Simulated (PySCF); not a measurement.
Ionisation energy of W⁺ ([Xe] 4f¹⁴ 5d⁴ 6s → [Xe] 4f¹⁴ 5d⁴). PySCF, def2-QZVPPD with a 60-electron core potential, unrestricted single determinants, no spin-orbit coupling. Methods marked “subvalence” freeze no core electrons.

The results, method by method:

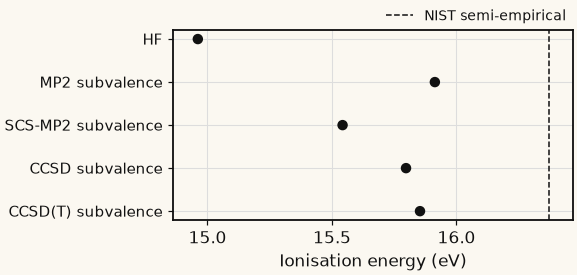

```json
{"Method": "HF", "Ionisation energy (eV)": "14.961"}
{"Method": "MP2 subvalence", "Ionisation energy (eV)": "15.913"}
{"Method": "SCS-MP2 subvalence", "Ionisation energy (eV)": "15.543"}
{"Method": "CCSD subvalence", "Ionisation energy (eV)": "15.797"}
{"Method": "CCSD(T) subvalence", "Ionisation energy (eV)": "15.854"}
```

The values run from 14.961 eV (HF) to 15.913 eV (MP2 subvalence). The NIST semi-empirical value is 16.37 ± 0.1 eV; nearest to it come MP2 subvalence (−0.457) and CCSD(T) subvalence (−0.516), furthest HF (−1.409 eV).

Known limits: spin-orbit shift not estimated.
